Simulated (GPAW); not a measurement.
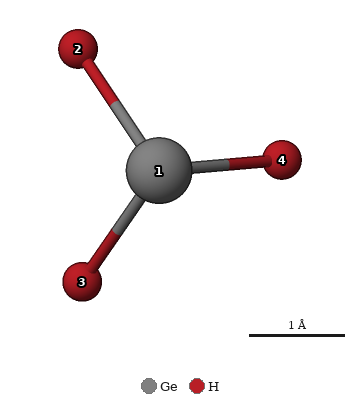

**Figure 1.** The structure as given in the input (ball-and-stick view, seen at a tilt; atoms are numbered from 1 in the order of the input). Sticks mark near contacts. Bond lengths as drawn: Ge–H 1.75 to 1.76 Å.

Molecular dynamics, with input and output: GeH₃ (charge −1) (part 1 of 2)

- system: GeH₃, charge −1
- method: PBE/dzp, dispersion D3(0), scalar-relativistic datasets (GPAW 26.7.0)

The geometry comes from this level: GFN2-xTB.

## Log
```
DeprecationWarning: Use thermalize_momenta
FutureWarning: The implementation of `fixcm=True` in `Langevin` does not strictly sample the correct NVT distributions. The deviations are typically small for large systems but can be more pronounced for small systems. Use `fixcm=False` together with `ase.constraints.FixCom`. `fixcm` is deprecated since ASE 3.28.0 and will be removed in a future release.
  warnings.warn(msg, FutureWarning)
Time[ps]      Etot[eV]     Epot[eV]     Ekin[eV]    T[K]
0.0000         -13.2726     -13.3429       0.0702   135.8
0.0005         -13.2654     -13.3320       0.0666   128.8
0.0010         -13.2548     -13.3247       0.0699   135.1
0.0015         -13.2272     -13.3238       0.0966   186.8
0.0020         -13.2411     -13.3281       0.0870   168.3
0.0025         -13.2498     -13.3361       0.0864   167.0
0.0030         -13.2462     -13.3465       0.1003   194.0
0.0035         -13.2332     -13.3584       0.1252   242.1
0.0040         -13.2026     -13.3702       0.1676   324.2
0.0045         -13.1723     -13.3778       0.2054   397.3
0.0050         -13.1470     -13.3790       0.2320   448.8
0.0055         -13.1649     -13.3752       0.2103   406.8
0.0060         -13.1472     -13.3682       0.2210   427.5
0.0065         -13.1285     -13.3579       0.2294   443.7
0.0070         -13.1229     -13.3452       0.2224   430.1
0.0075         -13.1436     -13.3362       0.1926   372.6
0.0080         -13.1436     -13.3343       0.1907   368.9
0.0085         -13.1652     -13.3409       0.1757   339.8
0.0090         -13.1602     -13.3548       0.1946   376.3
0.0095         -13.1776     -13.3724       0.1948   376.8
0.0100         -13.1796     -13.3890       0.2095   405.1
0.0105         -13.2093     -13.4024       0.1931   373.5
0.0110         -13.2005     -13.4110       0.2105   407.1
0.0115         -13.1929     -13.4119       0.2190   423.6
0.0120         -13.1742     -13.4068       0.2326   449.9
0.0125         -13.1789     -13.3989       0.2200   425.5
0.0130         -13.1592     -13.3873       0.2281   441.1
0.0135         -13.1483     -13.3740       0.2257   436.6
0.0140         -13.1175     -13.3612       0.2437   471.3
0.0145         -13.1133     -13.3516       0.2382   460.8
0.0150         -13.1016     -13.3440       0.2423   468.7
0.0155         -13.0891     -13.3373       0.2482   480.0
0.0160         -13.0592     -13.3300       0.2709   523.9
0.0165         -13.0632     -13.3201       0.2568   496.7
0.0170         -13.0784     -13.3089       0.2305   445.9
0.0175         -13.1015     -13.2995       0.1980   383.0
0.0180         -13.0994     -13.2908       0.1914   370.2
0.0185         -13.0937     -13.2825       0.1888   365.2
0.0190         -13.1314     -13.2772       0.1458   281.9
0.0195         -13.1363     -13.2746       0.1384   267.6
0.0200         -13.1249     -13.2759       0.1510   292.0
0.0205         -13.1349     -13.2832       0.1483   286.8
0.0210         -13.1431     -13.2971       0.1540   297.9
0.0215         -13.1334     -13.3174       0.1840   355.9
0.0220         -13.1413     -13.3417       0.2004   387.5
0.0225         -13.1505     -13.3658       0.2153   416.5
0.0230         -13.1569     -13.3863       0.2294   443.6
0.0235         -13.1651     -13.4026       0.2374   459.2
0.0240         -13.1630     -13.4148       0.2518   487.0
0.0245         -13.1627     -13.4201       0.2574   497.8
0.0250         -13.1601     -13.4183       0.2583   499.5
```

## Trajectory as extended XYZ (Å, eV, eV/Å), 51 frames, from step=0 to step=50
```
4
Properties=species:S:1:pos:R:3:forces:R:3 step=0 time_fs=0.0 energy=-13.34285 temperature=135.8
Ge    6.0718    5.6647    4.8380   -0.9840   0.5977   1.1218
H     6.5380    6.0940    6.4693   -0.1760  -0.2145  -0.8242
H     4.6620    4.8491    5.4823    0.6861   0.3657  -0.3412
H     5.1398    7.1509    4.7307    0.4912  -0.7507   0.0173
4
Properties=species:S:1:pos:R:3:forces:R:3 step=1 time_fs=0.5 energy=-13.33204 temperature=128.8
Ge    6.0718    5.6648    4.8378   -0.9564   0.5550   1.2207
H     6.5432    6.0964    6.4830   -0.2064  -0.2339  -0.9039
H     4.6578    4.8469    5.4846    0.7179   0.3835  -0.3517
H     5.1435    7.1433    4.7306    0.4660  -0.7008   0.0174
4
Properties=species:S:1:pos:R:3:forces:R:3 step=2 time_fs=1.0 energy=-13.32468 temperature=135.1
Ge    6.0717    5.6648    4.8377   -0.9140   0.4948   1.3041
H     6.5485    6.0975    6.4951   -0.2298  -0.2463  -0.9641
H     4.6557    4.8448    5.4873    0.7388   0.3971  -0.3634
H     5.1485    7.1336    4.7318    0.4278  -0.6393   0.0188
4
Properties=species:S:1:pos:R:3:forces:R:3 step=3 time_fs=1.5 energy=-13.32376 temperature=186.8
Ge    6.0715    5.6651    4.8375   -0.8389   0.4029   1.3642
H     6.5545    6.0947    6.5051   -0.2557  -0.2502  -1.0219
H     4.6567    4.8427    5.4891    0.7398   0.4050  -0.3702
H     5.1565    7.1214    4.7336    0.3651  -0.5532   0.0247
4
Properties=species:S:1:pos:R:3:forces:R:3 step=4 time_fs=2.0 energy=-13.32812 temperature=168.3
Ge    6.0713    5.6655    4.8373   -0.7427   0.2836   1.4017
H     6.5599    6.0897    6.5123   -0.2702  -0.2505  -1.0549
H     4.6595    4.8410    5.4892    0.7279   0.4046  -0.3697
H     5.1653    7.1064    4.7363    0.2899  -0.4382   0.0260
4
Properties=species:S:1:pos:R:3:forces:R:3 step=5 time_fs=2.5 energy=-13.33615 temperature=167.0
Ge    6.0710    5.6658    4.8373   -0.6354   0.1560   1.4156
H     6.5636    6.0845    6.5159   -0.2816  -0.2449  -1.0736
H     4.6634    4.8413    5.4876    0.7054   0.3906  -0.3613
H     5.1739    7.0907    4.7388    0.2136  -0.3006   0.0187
4
Properties=species:S:1:pos:R:3:forces:R:3 step=6 time_fs=3.0 energy=-13.34649 temperature=194.0
Ge    6.0709    5.6661    4.8372   -0.5094   0.0162   1.4124
H     6.5660    6.0788    6.5171   -0.2864  -0.2381  -1.0800
H     4.6692    4.8427    5.4847    0.6745   0.3663  -0.3502
H     5.1831    7.0745    4.7410    0.1283  -0.1536   0.0116
4
Properties=species:S:1:pos:R:3:forces:R:3 step=7 time_fs=3.5 energy=-13.35841 temperature=242.1
Ge    6.0706    5.6663    4.8374   -0.3524  -0.1353   1.3896
H     6.5683    6.0720    6.5164   -0.2870  -0.2306  -1.0758
H     4.6779    4.8443    5.4802    0.6288   0.3373  -0.3324
H     5.1933    7.0584    4.7435    0.0253   0.0120   0.0072
4
Properties=species:S:1:pos:R:3:forces:R:3 step=8 time_fs=4.0 energy=-13.37023 temperature=324.2
Ge    6.0703    5.6666    4.8375   -0.1567  -0.3057   1.3434
H     6.5723    6.0641    6.5129   -0.2875  -0.2191  -1.0595
H     4.6895    4.8460    5.4737    0.5649   0.2986  -0.3040
H     5.2047    7.0416    4.7459   -0.0967   0.2142  -0.0011
4
Properties=species:S:1:pos:R:3:forces:R:3 step=9 time_fs=4.5 energy=-13.37775 temperature=397.3
Ge    6.0699    5.6670    4.8376    0.0715  -0.5133   1.2853
H     6.5761    6.0537    6.5078   -0.2855  -0.1954  -1.0376
H     4.7033    4.8463    5.4669    0.4771   0.2590  -0.2744
H     5.2161    7.0229    4.7489   -0.2420   0.4420  -0.0094
4
Properties=species:S:1:pos:R:3:forces:R:3 step=10 time_fs=5.0 energy=-13.37902 temperature=448.8
Ge    6.0695    5.6674    4.8377    0.3340  -0.7484   1.2134
H     6.5805    6.0418    6.5011   -0.2835  -0.1673  -1.0003
H     4.7191    4.8461    5.4601    0.3770   0.2107  -0.2310
H     5.2288    7.0044    4.7529   -0.4048   0.7067  -0.0168
4
Properties=species:S:1:pos:R:3:forces:R:3 step=11 time_fs=5.5 energy=-13.37520 temperature=406.8
Ge    6.0691    5.6678    4.8378    0.6131  -0.9685   1.1216
H     6.5852    6.0299    6.4926   -0.2708  -0.1495  -0.9519
H     4.7366    4.8463    5.4523    0.2600   0.1464  -0.1704
H     5.2418    6.9889    4.7572   -0.5704   0.9771  -0.0262
4
Properties=species:S:1:pos:R:3:forces:R:3 step=12 time_fs=6.0 energy=-13.36818 temperature=427.5
Ge    6.0686    5.6681    4.8380    0.8963  -1.1545   1.0054
H     6.5892    6.0182    6.4821   -0.2565  -0.1316  -0.8914
H     4.7554    4.8470    5.4439    0.1299   0.0694  -0.1130
H     5.2540    6.9764    4.7620   -0.7330   1.2125  -0.0297
4
Properties=species:S:1:pos:R:3:forces:R:3 step=13 time_fs=6.5 energy=-13.35793 temperature=443.7
Ge    6.0682    5.6684    4.8382    1.1868  -1.2991   0.8621
H     6.5942    6.0066    6.4699   -0.2379  -0.1100  -0.8171
H     4.7759    4.8486    5.4353   -0.0406  -0.0216  -0.0311
H     5.2659    6.9671    4.7669   -0.8718   1.4201  -0.0312
4
Properties=species:S:1:pos:R:3:forces:R:3 step=14 time_fs=7.0 energy=-13.34525 temperature=430.1
Ge    6.0676    5.6686    4.8383    1.4672  -1.3906   0.6944
H     6.5999    5.9951    6.4560   -0.2196  -0.0843  -0.7423
H     4.7970    4.8503    5.4270   -0.2288  -0.1303   0.0563
H     5.2766    6.9609    4.7721   -0.9814   1.5926  -0.0300
4
Properties=species:S:1:pos:R:3:forces:R:3 step=15 time_fs=7.5 energy=-13.33621 temperature=372.6
Ge    6.0672    5.6686    4.8386    1.6922  -1.4051   0.5013
H     6.6057    5.9833    6.4401   -0.1951  -0.0681  -0.6375
H     4.8163    4.8514    5.4188   -0.4206  -0.2385   0.1356
H     5.2842    6.9585    4.7772   -1.0448   1.6948  -0.0238
4
Properties=species:S:1:pos:R:3:forces:R:3 step=16 time_fs=8.0 energy=-13.33429 temperature=368.9
Ge    6.0669    5.6688    4.8389    1.8450  -1.3355   0.2801
H     6.6103    5.9717    6.4220   -0.1633  -0.0375  -0.5170
H     4.8336    4.8517    5.4104   -0.5862  -0.3478   0.2109
H     5.2880    6.9600    4.7817   -1.0553   1.7025  -0.0134
4
Properties=species:S:1:pos:R:3:forces:R:3 step=17 time_fs=8.5 energy=-13.34090 temperature=339.8
Ge    6.0668    5.6688    4.8392    1.8987  -1.1959   0.0390
H     6.6129    5.9597    6.4020   -0.1063  -0.0016  -0.3488
H     4.8474    4.8505    5.4026   -0.7432  -0.4392   0.2845
H     5.2871    6.9648    4.7869   -1.0135   1.6230   0.0029
4
Properties=species:S:1:pos:R:3:forces:R:3 step=18 time_fs=9.0 energy=-13.35480 temperature=376.3
Ge    6.0667    5.6689    4.8394    1.8474  -1.0031  -0.2184
H     6.6131    5.9476    6.3806   -0.0427   0.0419  -0.1558
H     4.8577    4.8481    5.3965   -0.8518  -0.5080   0.3296
H     5.2817    6.9731    4.7927   -0.9221   1.4670   0.0222
4
Properties=species:S:1:pos:R:3:forces:R:3 step=19 time_fs=9.5 energy=-13.37242 temperature=376.8
Ge    6.0667    5.6689    4.8399    1.7050  -0.7774  -0.4865
H     6.6117    5.9360    6.3590    0.0323   0.0940   0.0600
H     4.8648    4.8440    5.3914   -0.9222  -0.5455   0.3609
H     5.2739    6.9852    4.7988   -0.7962   1.2441   0.0364
4
Properties=species:S:1:pos:R:3:forces:R:3 step=20 time_fs=10.0 energy=-13.38905 temperature=405.1
Ge    6.0668    5.6690    4.8401    1.4872  -0.5642  -0.7447
H     6.6097    5.9244    6.3383    0.1176   0.1316   0.3050
H     4.8684    4.8382    5.3878   -0.9310  -0.5492   0.3621
H     5.2639    6.9992    4.8053   -0.6504   0.9954   0.0506
4
Properties=species:S:1:pos:R:3:forces:R:3 step=21 time_fs=10.5 energy=-13.40240 temperature=373.5
Ge    6.0669    5.6690    4.8402    1.2286  -0.3669  -0.9747
H     6.6077    5.9135    6.3204    0.2001   0.1645   0.5256
H     4.8699    4.8301    5.3857   -0.9031  -0.5254   0.3455
H     5.2525    7.0147    4.8131   -0.5065   0.7347   0.0675
4
Properties=species:S:1:pos:R:3:forces:R:3 step=22 time_fs=11.0 energy=-13.41097 temperature=407.1
Ge    6.0671    5.6689    4.8403    0.9387  -0.1918  -1.1851
H     6.6066    5.9035    6.3040    0.2837   0.2025   0.7558
H     4.8696    4.8204    5.3847   -0.8433  -0.4844   0.3166
H     5.2397    7.0313    4.8218   -0.3506   0.4759   0.0783
4
Properties=species:S:1:pos:R:3:forces:R:3 step=23 time_fs=11.5 energy=-13.41190 temperature=423.6
Ge    6.0674    5.6690    4.8404    0.6277  -0.0343  -1.3972
H     6.6063    5.8941    6.2881    0.3616   0.2391   0.9960
H     4.8671    4.8100    5.3828   -0.7613  -0.4263   0.2801
H     5.2261    7.0497    4.8291   -0.2012   0.2181   0.0943
4
Properties=species:S:1:pos:R:3:forces:R:3 step=24 time_fs=12.0 energy=-13.40683 temperature=449.9
Ge    6.0677    5.6690    4.8406    0.3002   0.0883  -1.5807
H     6.6066    5.8858    6.2741    0.4360   0.2660   1.2078
H     4.8619    4.7982    5.3814   -0.6502  -0.3409   0.2342
H     5.2112    7.0682    4.8372   -0.0692  -0.0201   0.1077
4
Properties=species:S:1:pos:R:3:forces:R:3 step=25 time_fs=12.5 energy=-13.39888 temperature=425.5
Ge    6.0680    5.6691    4.8405   -0.0273   0.1785  -1.6992
H     6.6074    5.8779    6.2640    0.4915   0.2815   1.3700
H     4.8545    4.7850    5.3817   -0.5056  -0.2397   0.1835
H     5.1947    7.0865    4.8462    0.0679  -0.2338   0.1091
4
Properties=species:S:1:pos:R:3:forces:R:3 step=26 time_fs=13.0 energy=-13.38728 temperature=441.1
Ge    6.0684    5.6692    4.8406   -0.3343   0.2397  -1.7681
H     6.6086    5.8708    6.2571    0.5233   0.2903   1.4991
H     4.8455    4.7706    5.3822   -0.3499  -0.1352   0.1270
H     5.1773    7.1035    4.8554    0.1795  -0.4189   0.1041
4
Properties=species:S:1:pos:R:3:forces:R:3 step=27 time_fs=13.5 energy=-13.37401 temperature=436.6
Ge    6.0688    5.6695    4.8405   -0.6183   0.2655  -1.7796
H     6.6098    5.8630    6.2536    0.5378   0.2928   1.5744
H     4.8345    4.7545    5.3828   -0.1751  -0.0117   0.0684
H     5.1596    7.1183    4.8645    0.2794  -0.5679   0.1021
4
Properties=species:S:1:pos:R:3:forces:R:3 step=28 time_fs=14.0 energy=-13.36117 temperature=471.3
Ge    6.0692    5.6696    4.8402   -0.8590   0.2762  -1.7184
H     6.6118    5.8541    6.2545    0.5234   0.2964   1.5751
H     4.8226    4.7368    5.3833   -0.0165   0.1196   0.0013
H     5.1417    7.1312    4.8738    0.3798  -0.6826   0.1094
```
